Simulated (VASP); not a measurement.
Band structure of Al₃GaSb₄ (ordered alloy cell). Level of theory: PBEsol GGA, VASP's PBE PAW potentials (set 64) (plane waves; VASP).

Unless said otherwise, spin-orbit coupling is left out, though it shifts the bands of the heavy elements here.

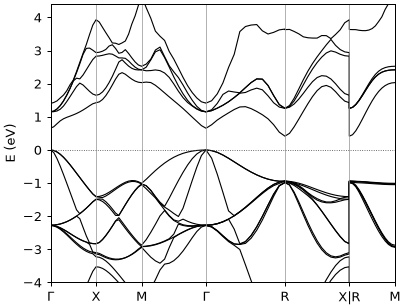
Fig. 1. Bands along high-symmetry lines, zero at the valence-band maximum or, without a gap, the Fermi level

Q: Read the plot: is there a gap, and where are the band edges?

A: The gap is indirect, 0.42 eV, from the valence maximum at Γ to the conduction minimum at R. (Edges off the drawn lines would not show.)

The structure was generated: Al3GaSb4 was put into an ordered model structure (P-43m), which need not be its known phase. It was relaxed first.
